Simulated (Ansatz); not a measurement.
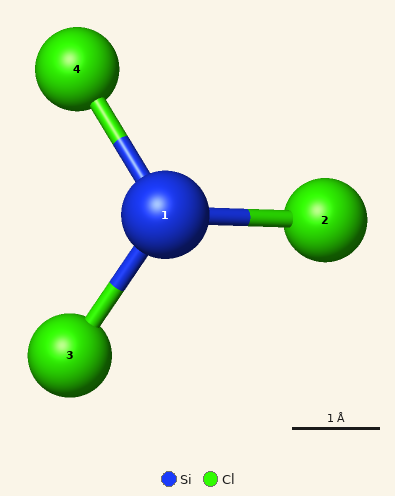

Fig. 1: The starting structure (ball-and-stick view of the molecule without its box, seen on its broad side; atoms are numbered from 1 in the order of the input).

# Run report: SiCl3, geometry relaxation (part 1 of 2)

System: SiCl3 (molecule in a box, 4 atoms in the cell).
Method: DFT r2SCAN, scalar-relativistic, plane waves, PAW, spin-polarised (Ansatz 0.2.0).

It belongs to a series of runs on one base structure; here: gas reference in a box of 15 x 15.5 x 16 A. Figures and captions count atoms from 1; the log counts them from 0 in places.

The input:
```yaml
crystal:
  lattice:
    - [15.0, 0.0, 0.0]
    - [0.0, 15.5, 0.0]
    - [0.0, 0.0, 16.0]
  atoms:
    - { symbol: Si, position: [0.4991718606, 0.5007478933, 0.4650086591], spin: 1.0 }
    - { symbol: Cl, position: [0.6303392237, 0.4985063852, 0.5104480509] }
    - { symbol: Cl, position: [0.4361857172, 0.6068449785, 0.5101777948] }
    - { symbol: Cl, position: [0.4343031985, 0.393900743, 0.5143654951] }
  symmetry: { detect: false }
basis:
  ecutwfc: 500
kpoints:
  mp_grid: { grid: [1, 1, 1] }
hamiltonian:
  xc: r2scan
scf:
  occupations: { method: gaussian, width: 0.005 }
output:
  forces: true
  eigenvalues: true
  populations: true
magnetization:
  spin_polarized: true
relax:
  adjacent_minimum: "off"
  f_tol: 0.01
  max_steps: 80
```

Machine: 8 threads of an x86-64 CPU, shared host.

Launched with:
```bash
ansatz run input.yaml --threads 8 --pin off --max-ram 22528MiB --backend cpu --events-out ev --progress --plain --runs-dir out
```

The program's output:
```
Engine: ansatz 0.2.0, x86_64-unknown-linux-gnu
Pseudopotentials: kind: paw
Pseudopotential: Si, paw, valence charge 4, recommended cutoff 500 eV (meta_gga), Si.paw.azcp
Pseudopotential: Cl, paw, valence charge 7, recommended cutoff 500 eV (meta_gga), Cl.paw.azcp
Functional definition: r2SCAN
  parameter k0 = 0.174
  parameter k1 = 0.065
  parameter a1 = 4.9479
  exchange = r2scan_x(k0 = k0, k1 = k1, a1 = a1)
  correlation = r2scan_c
Crystal: 4 atoms, lattice volume = 3720.000 Å³
Basis set: ecut = 500 eV, 94389 PW (Γ), exchange–correlation on 480×480×480 points (64 copies of the dense FFT grid, shifted against one another)
Bands: 17, of which v1, the nominal top of the filled ones, is band 13 counted from 1 (12 counted from 0)
Symmetry: 1 space group operations
k-points: 1
Non-local potential: Si, projectors of the file, l = 0: 2, l = 1: 2, l = 2: 2
Non-local potential: Cl, projectors of the file, l = 0: 2, l = 1: 2, l = 2: 2
PAW form: soft (Blöchl's): semilocal exchange-correlation on the pseudo side does not see the compensation charge
PAW frozen core: Si, regenerated for the run's functional (the file was generated under x = pbe(κ = 0.804, μ = 0.2195149727645171), c = pbe(β = 0.06672455060314922))
PAW frozen core: Cl, regenerated for the run's functional (the file was generated under x = pbe(κ = 0.804, μ = 0.2195149727645171), c = pbe(β = 0.06672455060314922))
PAW one-centre angular grid: Si, 302 points (default); XC on 160 Gauss nodes
PAW one-centre angular grid: Cl, 302 points (default); XC on 160 Gauss nodes
Initial density: superposition of atomic densities (neutral atoms: chi_scale 0, normalization atom)
Starting moments: Σ|m| = 1 μB on 1 of 4 sites
Initial wavefunctions: pseudopotential atomic-orbital guess
Functional: x = r2scan, c = r2scan; τ floored in thin density (d = 2e-4 eV/Å³)
SCF iter   1: F=—  HF=-3893.123596 eV  |F-HF|=—  |Δ(HF+E_count)|=         —  Δρ=3.18e-3 (↑3.18e-3 ↓3.17e-3)  dr2=1.45e0  dr2_τ=2.19e-2  dr2_m=8.29e-2  M=1.000 μB ∫|m|=1.056 μB  β_m=0.30  ethr=3.10e-3  ⟨swp⟩=11.0  Hψ=291  notcnv=0
preconditioner: auto → Resta (q_TF=auto, 1.185 Å⁻¹)  ε∞=1.1  [insulator: Δε(μ)=0.720 eV  Ē_g=9.178 eV  σ=0.005 eV  W_gap=1.00  n_scr=94 (ndim 8)  ℏωp=2.7 eV  f_vac=0.923  D(μ)=0.00/eV (n_scr^D=0)  ε∞_Penn≈1.1  vacuum switching on, ρ_ref=6.1e-3 e/Å³]
spin=Collinear: Resta preconditioning applied to the charge; magnetization (m = ρ↑ − ρ↓) channel mixes plain (no charge-response kernel on spin).
SCF iter   2: F=—  HF=-3893.031890 eV  |F-HF|=—  |Δ(HF+E_count)|=   9.17e-2  Δρ=2.09e-3 (↑2.05e-3 ↓2.09e-3)  dr2=3.39e-1  dr2_τ=3.47e-3  dr2_m=5.24e-2  M=1.000 μB ∫|m|=1.062 μB  β_m=0.30  ethr=3.10e-3  ⟨swp⟩=3.5  Hψ=85  notcnv=0  defer=1  κ⁻¹=1.0e0(r=1)
SCF iter   3: F=—  HF=-3893.115255 eV  |F-HF|=—  |Δ(HF+E_count)|=   8.34e-2  Δρ=1.33e-3 (↑1.29e-3 ↓1.33e-3)  dr2=6.36e-2  dr2_τ=1.04e-3  dr2_m=3.22e-2  M=1.000 μB ∫|m|=1.062 μB  β_m=0.30  ethr=1.35e-3  ⟨swp⟩=4.0  Hψ=75  notcnv=0  defer=1  κ⁻¹=5.9e-2(r=2)
SCF iter   4: F=—  HF=-3893.194145 eV  |F-HF|=—  |Δ(HF+E_count)|=   7.89e-2  Δρ=8.49e-4 (↑8.49e-4 ↓8.39e-4)  dr2=1.03e-2  dr2_τ=2.11e-4  dr2_m=1.97e-2  M=1.000 μB ∫|m|=1.062 μB  β_m=0.30  ethr=2.54e-4  ⟨swp⟩=5.0  Hψ=74  notcnv=0  defer=1  κ⁻¹=4.6e-3(r=3)
SCF iter   5: F=—  HF=-3893.234929 eV  |F-HF|=—  |Δ(HF+E_count)|=   4.08e-2  Δρ=6.04e-4 (↑6.04e-4 ↓5.80e-4)  dr2=3.11e-4  dr2_τ=6.65e-5  dr2_m=1.19e-2  M=1.000 μB ∫|m|=1.062 μB  β_m=0.30  ethr=4.13e-5  ⟨swp⟩=4.5  Hψ=85  notcnv=0  defer=1  κ⁻¹=8.4e-5(r=4)
SCF iter   6: F=—  HF=-3893.260159 eV  |F-HF|=—  |Δ(HF+E_count)|=   2.52e-2  Δρ=4.69e-4 (↑4.69e-4 ↓4.53e-4)  dr2=6.67e-5  dr2_τ=3.76e-5  dr2_m=7.23e-3  M=1.000 μB ∫|m|=1.064 μB  β_m=0.30  ethr=1.24e-6  ⟨swp⟩=6.5  Hψ=119  notcnv=0  defer=1  κ⁻¹=3.4e-5(r=5)
SCF iter   7: F=—  HF=-3893.275993 eV  |F-HF|=—  |Δ(HF+E_count)|=   1.58e-2  Δρ=3.64e-4 (↑3.64e-4 ↓3.55e-4)  dr2=3.66e-5  dr2_τ=2.42e-5  dr2_m=4.39e-3  M=1.000 μB ∫|m|=1.067 μB  β_m=1.20  ethr=2.67e-7  ⟨swp⟩=5.5  Hψ=119  notcnv=0  defer=1
Mixer restart at iter 7: flushing history
spin-set hold released at iteration 7 (site moments contracting): the magnetisation degrees of freedom join the quasi-Newton model from the next iteration; the mixer history was flushed
SCF iter   8: F=—  HF=-3893.299701 eV  |F-HF|=—  |Δ(HF+E_count)|=   2.37e-2  Δρ=7.75e-5 (↑7.75e-5 ↓6.66e-5)  dr2=1.86e-4  dr2_τ=1.41e-5  dr2_m=1.37e-4  M=1.000 μB ∫|m|=1.087 μB  β_m=1.20  ethr=1.46e-7  ⟨swp⟩=8.0  Hψ=156  notcnv=0  defer=1  κ⁻¹=1.0e0(r=1)
SCF iter   9: F=—  HF=-3893.300166 eV  |F-HF|=—  |Δ(HF+E_count)|=   4.65e-4  Δρ=2.67e-5 (↑2.67e-5 ↓2.45e-5)  dr2=4.95e-5  dr2_τ=1.14e-6  dr2_m=4.60e-6  M=1.000 μB ∫|m|=1.092 μB  β_m=1.20  ethr=1.46e-7  ⟨swp⟩=5.0  Hψ=116  notcnv=0  defer=1  κ⁻¹=4.7e-2(r=2)
SCF iter  10: F=—  HF=-3893.300202 eV  |F-HF|=—  |Δ(HF+E_count)|=   3.64e-5  Δρ=1.48e-5 (↑1.45e-5 ↓1.48e-5)  dr2=1.83e-5  dr2_τ=9.32e-8  dr2_m=1.07e-7  M=1.000 μB ∫|m|=1.093 μB  β_m=1.20  ethr=1.46e-7  ⟨swp⟩=2.5  Hψ=67  notcnv=0  defer=1  κ⁻¹=2.0e-3(r=3)
SCF iter  11: F=—  HF=-3893.300219 eV  |F-HF|=—  |Δ(HF+E_count)|=   1.62e-5  Δρ=5.71e-6 (↑5.37e-6 ↓5.71e-6)  dr2=2.51e-6  dr2_τ=2.42e-8  dr2_m=9.57e-8  M=1.000 μB ∫|m|=1.092 μB  β_m=1.20  ethr=1.00e-8  ⟨swp⟩=13.5  Hψ=227  notcnv=0  κ⁻¹=4.4e-4(r=4)
SCF iter  12: F=-3893.300224 eV  HF=-3893.300224 eV  |F-HF|=1.09e-7  |Δ(HF+E_count)|=   5.64e-6  Δρ=1.00e-6 (↑1.00e-6 ↓9.14e-7)  dr2=6.73e-8  dr2_τ=9.74e-10  dr2_m=8.84e-9  M=1.000 μB ∫|m|=1.092 μB  ethr=1.00e-8  ⟨swp⟩=10.5  Hψ=193  notcnv=0
SCF 1 converged in 12 iterations: F = -3893.300224 eV  dr2 = 6.73e-8
  greatest PAW one-centre occupation: 0.937 electrons in one spin orbital (limit 2), on the Cl atom at site 2 (counted from 0), in its partial waves of l = 0
relax step   1: F+E_penalty+E_count = -3893.30022404 eV  Δ(F+E_penalty+E_count) = +0.000e0 eV  max|allowed force component| = 7.653e-1 eV/Å  Δτ_max = 0.0000 Å  (12 SCF iters, dr2 threshold 2.50e-6 eV, accepted)
Initial density: handed on by an earlier stage of this run
Starting moments: Σ|m| = 1 μB on 1 of 4 sites; this step starts from the density that it was given
Initial wavefunctions: those handed on with the density
iter 1 solved again at ethr=1.35e-4 eV; its pass at ethr=3.10e-3 eV (dr2=3.38e-2 eV) is discarded
SCF iter   1: F=—  HF=-3893.371954 eV  |F-HF|=—  |Δ(HF+E_count)|=         —  Δρ=5.25e-4 (↑5.25e-4 ↓4.04e-4)  dr2=3.48e-2  dr2_τ=1.47e-2  dr2_m=1.99e-3  M=1.000 μB ∫|m|=1.093 μB  β_m=1.20  ethr=1.35e-4  ⟨swp⟩=3.0  Hψ=174  notcnv=0  defer=1
preconditioner: auto → Resta (q_TF=auto, 1.185 Å⁻¹)  ε∞=1.1  [insulator: Δε(μ)=2.498 eV  Ē_g=9.052 eV  σ=0.005 eV  W_gap=1.00  n_scr=94 (ndim 8)  ℏωp=2.7 eV  f_vac=0.933  D(μ)=0.00/eV (n_scr^D=0)  ε∞_Penn≈1.1  vacuum switching on, ρ_ref=5.9e-3 e/Å³]
spin=Collinear: Resta preconditioning applied to the charge; magnetization (m = ρ↑ − ρ↓) channel mixes plain (no charge-response kernel on spin).
SCF iter   2: F=—  HF=-3893.340201 eV  |F-HF|=—  |Δ(HF+E_count)|=   3.18e-2  Δρ=2.80e-4 (↑2.61e-4 ↓2.80e-4)  dr2=9.79e-3  dr2_τ=4.06e-5  dr2_m=5.63e-5  M=1.000 μB ∫|m|=1.091 μB  β_m=1.20  ethr=1.35e-4  ⟨swp⟩=5.5  Hψ=86  notcnv=0  defer=1  κ⁻¹=1.0e0(r=1)
SCF iter   3: F=—  HF=-3893.339725 eV  |F-HF|=—  |Δ(HF+E_count)|=   4.76e-4  Δρ=1.60e-4 (↑1.60e-4 ↓1.60e-4)  dr2=2.59e-3  dr2_τ=8.66e-6  dr2_m=4.24e-6  M=1.000 μB ∫|m|=1.089 μB  β_m=1.20  ethr=3.92e-5  ⟨swp⟩=6.0  Hψ=75  notcnv=0  defer=1  κ⁻¹=7.6e-2(r=2)
SCF iter   4: F=—  HF=-3893.339891 eV  |F-HF|=—  |Δ(HF+E_count)|=   1.67e-4  Δρ=6.30e-5 (↑6.20e-5 ↓6.30e-5)  dr2=2.85e-4  dr2_τ=2.65e-6  dr2_m=1.89e-6  M=1.000 μB ∫|m|=1.088 μB  β_m=1.20  ethr=1.04e-5  ⟨swp⟩=6.0  Hψ=83  notcnv=0  defer=1  κ⁻¹=9.6e-3(r=3)
SCF iter   5: F=—  HF=-3893.340083 eV  |F-HF|=—  |Δ(HF+E_count)|=   1.92e-4  Δρ=2.42e-5 (↑2.42e-5 ↓2.30e-5)  dr2=3.69e-5  dr2_τ=3.17e-7  dr2_m=3.25e-7  M=1.000 μB ∫|m|=1.088 μB  β_m=1.20  ethr=1.14e-6  ⟨swp⟩=6.5  Hψ=82  notcnv=0  defer=1  κ⁻¹=9.3e-4(r=4)
SCF iter   6: F=-3893.340120 eV  HF=-3893.340114 eV  |F-HF|=5.48e-6  |Δ(HF+E_count)|=   3.11e-5  Δρ=1.05e-5 (↑1.02e-5 ↓1.05e-5)  dr2=7.70e-6  dr2_τ=5.70e-8  dr2_m=8.68e-8  M=1.000 μB ∫|m|=1.089 μB  ethr=1.46e-7  ⟨swp⟩=15.0  Hψ=208  notcnv=0
SCF 2 converged in 6 iterations: F = -3893.340120 eV  dr2 = 7.70e-6
relax step   2: F+E_penalty+E_count = -3893.34011956 eV  Δ(F+E_penalty+E_count) = -3.990e-2 eV  max|allowed force component| = 2.706e-1 eV/Å  Δτ_max = 0.0731 Å  (6 SCF iters, dr2 threshold 3.66e-5 eV, accepted)
SCF iter   1: F=—  HF=-3893.330965 eV  |F-HF|=—  |Δ(HF+E_count)|=         —  Δρ=1.94e-4 (↑1.94e-4 ↓1.81e-4)  dr2=5.82e-3  dr2_τ=4.57e-3  dr2_m=2.32e-4  M=1.000 μB ∫|m|=1.087 μB  β_m=1.20  ethr=2.65e-4  ⟨swp⟩=5.0  Hψ=116  notcnv=0  defer=1
preconditioner: auto → Resta (q_TF=auto, 1.185 Å⁻¹)  ε∞=1.1  [insulator: Δε(μ)=2.412 eV  Ē_g=9.121 eV  σ=0.005 eV  W_gap=1.00  n_scr=94 (ndim 8)  ℏωp=2.7 eV  f_vac=0.933  D(μ)=0.00/eV (n_scr^D=0)  ε∞_Penn≈1.1  vacuum switching on, ρ_ref=6.0e-3 e/Å³]
spin=Collinear: Resta preconditioning applied to the charge; magnetization (m = ρ↑ − ρ↓) channel mixes plain (no charge-response kernel on spin).
SCF iter   2: F=—  HF=-3893.346870 eV  |F-HF|=—  |Δ(HF+E_count)|=   1.59e-2  Δρ=1.07e-4 (↑1.05e-4 ↓1.07e-4)  dr2=1.43e-3  dr2_τ=7.33e-6  dr2_m=6.58e-6  M=1.000 μB ∫|m|=1.087 μB  β_m=1.20  ethr=2.33e-5  ⟨swp⟩=6.0  Hψ=105  notcnv=0  defer=1  κ⁻¹=1.0e0(r=1)
SCF iter   3: F=—  HF=-3893.346742 eV  |F-HF|=—  |Δ(HF+E_count)|=   1.28e-4  Δρ=6.12e-5 (↑6.12e-5 ↓6.03e-5)  dr2=3.13e-4  dr2_τ=2.00e-6  dr2_m=5.14e-7  M=1.000 μB ∫|m|=1.087 μB  β_m=1.20  ethr=5.70e-6  ⟨swp⟩=4.5  Hψ=71  notcnv=0  defer=1  κ⁻¹=6.8e-2(r=2)
SCF iter   4: F=—  HF=-3893.346764 eV  |F-HF|=—  |Δ(HF+E_count)|=   2.13e-5  Δρ=3.13e-5 (↑3.07e-5 ↓3.13e-5)  dr2=6.59e-5  dr2_τ=5.25e-7  dr2_m=8.80e-8  M=1.000 μB ∫|m|=1.087 μB  β_m=1.20  ethr=1.25e-6  ⟨swp⟩=6.0  Hψ=76  notcnv=0  defer=1  κ⁻¹=7.1e-3(r=3)
SCF iter   5: F=—  HF=-3893.346787 eV  |F-HF|=—  |Δ(HF+E_count)|=   2.35e-5  Δρ=9.09e-6 (↑9.09e-6 ↓9.02e-6)  dr2=5.10e-6  dr2_τ=5.84e-8  dr2_m=4.79e-8  M=1.000 μB ∫|m|=1.087 μB  β_m=1.20  ethr=2.63e-7  ⟨swp⟩=4.0  Hψ=70  notcnv=0  defer=1  κ⁻¹=4.6e-4(r=4)
SCF iter   6: F=-3893.346791 eV  HF=-3893.346791 eV  |F-HF|=6.80e-7  |Δ(HF+E_count)|=   3.56e-6  Δρ=4.17e-6 (↑4.06e-6 ↓4.17e-6)  dr2=1.05e-6  dr2_τ=9.11e-9  dr2_m=1.09e-8  M=1.000 μB ∫|m|=1.087 μB  ethr=1.83e-8  ⟨swp⟩=14.0  Hψ=204  notcnv=0
SCF 3 converged in 6 iterations: F = -3893.346791 eV  dr2 = 1.05e-6
  greatest PAW one-centre occupation: 0.937 electrons in one spin orbital (limit 2), on the Cl atom at site 3 (counted from 0), in its partial waves of l = 0
relax step   3: F+E_penalty+E_count = -3893.34679131 eV  Δ(F+E_penalty+E_count) = -6.672e-3 eV  max|allowed force component| = 5.810e-2 eV/Å  Δτ_max = 0.0271 Å  (6 SCF iters, dr2 threshold 4.58e-6 eV, accepted)
```
